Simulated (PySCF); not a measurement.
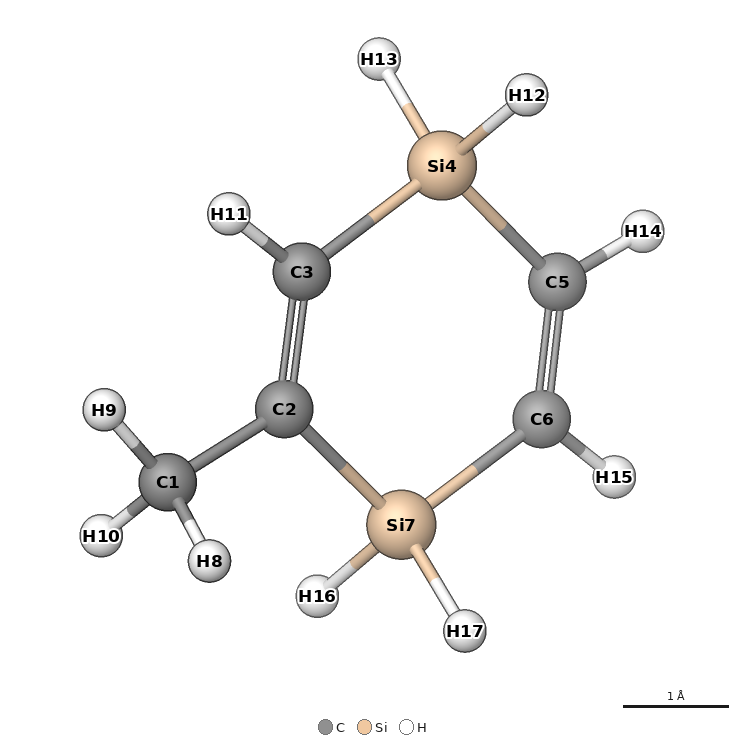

Atoms carry their numbers in the input. The computed structure is the end point of a GFN2-xTB optimisation. No frequency run is at hand to confirm it as a minimum.

### Describe the coordination of atom 2.

C2 has 3 neighbours (C1 at 1.50, C3 at 1.33, Si7 at 1.89 Å); the arrangement is trigonal planar.

### How are the neighbours of atom 3 arranged?

C3 has 3 neighbours (C2 at 1.33, Si4 at 1.87, H11 at 1.09 Å); the arrangement is trigonal planar.

### How are the neighbours of atom 7 arranged?

Si7 has 4 neighbours (C2 at 1.89, C6 at 1.88, H16 at 1.47, H17 at 1.47 Å); the arrangement is tetrahedral.

### How are the neighbours of atom 5 arranged?

C5 has 3 neighbours (Si4 at 1.88, C6 at 1.33, H14 at 1.09 Å); the arrangement is trigonal planar.

### What is the dihedral angle C3–C2–Si7–C6?

0° in size, that is syn (eclipsed).
